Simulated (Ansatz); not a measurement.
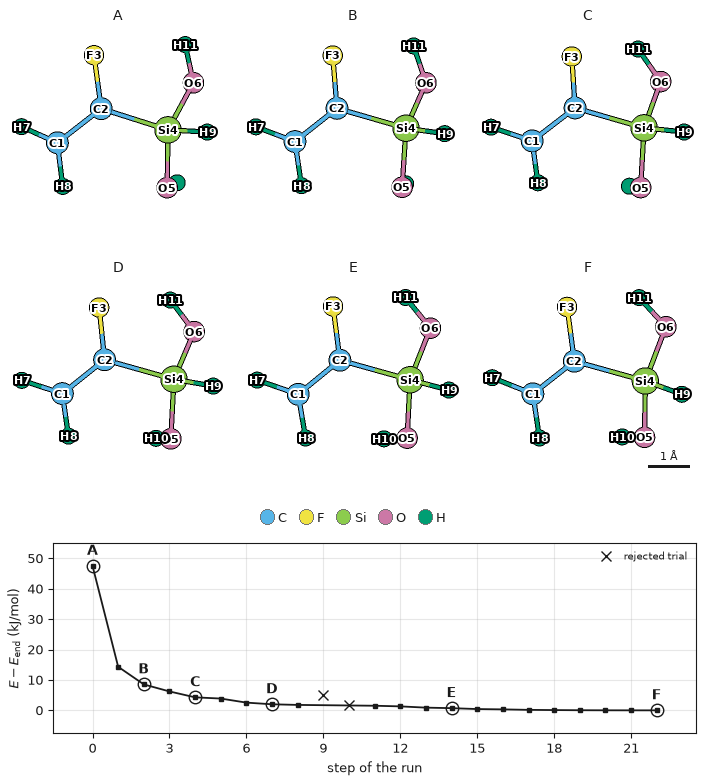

Frames of a relaxation of C₂H₅FO₂Si, marked on the history of the run. The picture is a ball-and-stick view, seen at a tilt.

The run prepares an end point of a later path (torsion) calculation, from a guessed geometry.

These are results of Ansatz, RKS LDA/def2-SVP, not measurements.

Input
```yaml
crystal:
  periodic: [false, false, false]
  atoms:
    - { symbol: C, position_ang: [1.3991, -1.4373, 0.2927] }
    - { symbol: C, position_ang: [0.5113, -0.4471, 0.7221] }
    - { symbol: F, position_ang: [0.2243, -0.4076, 2.0388] }
    - { symbol: Si, position_ang: [-0.259, 0.8291, -0.3234] }
    - { symbol: O, position_ang: [-0.4613, 0.3536, -1.925] }
    - { symbol: O, position_ang: [-1.8752, 1.1286, 0.214] }
    - { symbol: H, position_ang: [1.8233, -2.0909, 0.9831] }
    - { symbol: H, position_ang: [1.6454, -1.4788, -0.7761] }
    - { symbol: H, position_ang: [0.4162, 2.1096, -0.2252] }
    - { symbol: H, position_ang: [-1.3785, 0.2671, -2.1827] }
    - { symbol: H, position_ang: [-1.9803, 1.1167, 1.2024] }
basis:
  gaussian: { orbitals: def2-SVP }
hamiltonian:
  xc: lda
relax:
  f_tol: 0.015
  max_steps: 40
```

Run as
```bash
ansatz run input.yaml --threads 2 --pin off --max-ram 3072MiB --backend cpu --events-out ev --progress --plain --runs-dir out
```

What happens along the run?

Answer. H10 moves most after the best rigid fit: 0.63 Å. Largest moves by element: H 0.63 Å, O 0.35 Å, F 0.33 Å, Si 0.18 Å, C 0.15 Å. Among the contacts that change: Si4–O6 1.729 → 1.657 Å, C1–C2 1.398 → 1.334 Å, C1–H7 1.041 → 1.104 Å, C2–Si4 1.821 → 1.882 Å. Among the angles between lasting bonds that change: O5–Si4–O6 103.4° → 114.4°, O5–Si4–H9 111.7° → 103.6°, C2–Si4–O6 109.8° → 101.9°. Groups turn about Si4–O5 by about 60°, Si4–O6 by about 35°. The energy falls by 47.5 kJ/mol in 20 accepted moves (22 points after the start). Largest force component: 3.9 eV/Å at the start, 0.013 eV/Å at the end. The line search rejected the trial steps at points 9, 10 of the run. From step 0 to 2: H11 moves most (0.18 Å), energy −39.0 kJ/mol. From step 2 to 4: H10 moves most (0.31 Å), energy −4.25 kJ/mol. From step 4 to 7: F3 moves most (0.13 Å), energy −2.29 kJ/mol. From step 7 to 14: F3 moves most (0.26 Å), energy −1.27 kJ/mol. From step 14 to 22: F3 moves most (0.28 Å), energy −0.72 kJ/mol.
